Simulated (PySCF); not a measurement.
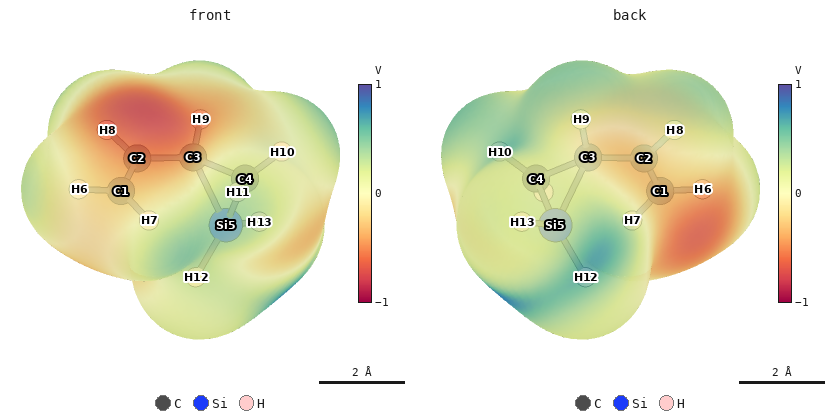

*C₄H₈Si. The electrostatic potential painted on the density surface at 0.001 e/bohr³, seen from the front and from behind; the colour scale runs from red (negative) to blue (positive).*

Geometry: GFN2-xTB.

Level of theory: CAM-B3LYP/def2-SVPD, SCF density, gas phase in PySCF.

Input

```
{"job": {"kind": "uv", "xc": "CAM-B3LYP", "basis": "def2-SVPD", "nstates": 8, "ntriplets": 3}, "charge": 0, "multiplicity": 1}
C      1.841104     0.075839    -0.629870
C      1.214471     0.281149     0.521833
C     -0.231998     0.330752     0.729729
C     -1.180441     0.648589    -0.436391
Si    -1.339120    -1.120313     0.159653
H      2.915222     0.044717    -0.688286
H      1.313210    -0.064182    -1.557989
H      1.805523     0.403357     1.422463
H     -0.504804     0.805781     1.665596
H     -1.956117     1.366999    -0.208013
H     -0.702623     0.874236    -1.378834
H     -0.696487    -2.174162    -0.600877
H     -2.482326    -1.472275     0.983259
```

Launched as:

```sh
OMP_NUM_THREADS=1 python probes_run.py task.json out
```

> Which sites attract a positive test charge, and which a negative one?

A positive charge is drawn to the negative regions and a negative charge to the positive ones. The most negative region (about −0.8 V, or −18 kcal/mol for a unit charge) lies over the π face of C1 and C2, the most positive (about +0.8 V, or +18 kcal/mol for a unit charge) over Si5.

> How polar is the molecule by this calculation?

Its dipole moment is 0.88 D.
